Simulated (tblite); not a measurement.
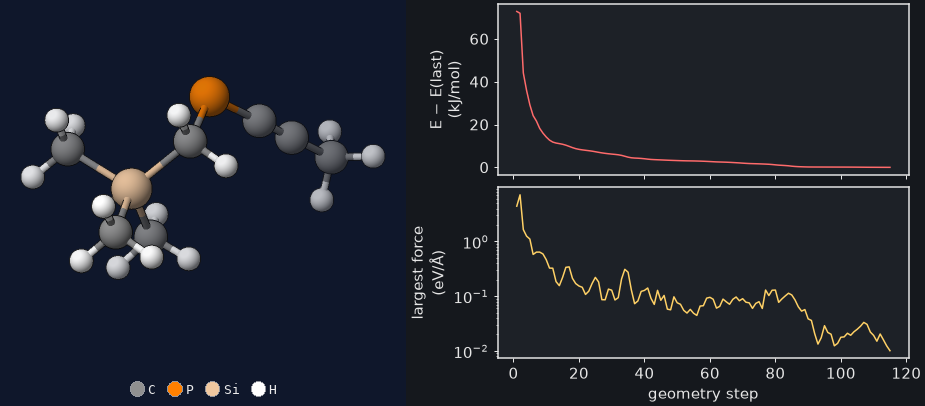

Beside the plot: the molecule at the start.

History of a geometry optimisation.

The run: C$_{7}$H$_{14}$PSi (SMILES CC#C[P-]C[Si](C)(C)C) (charge −1), by GFN2-xTB geometry optimisation, gas phase in tblite.

How did the optimisation end?

The optimisation met its thresholds at geometry 115, counting the start as the first. The energy fell by about 73 kJ/mol from the first step to the last. The largest force goes from about 4.4 eV/Å at the start to 0.01 eV/Å at the end, with a peak of 7.1 eV/Å at step 2.
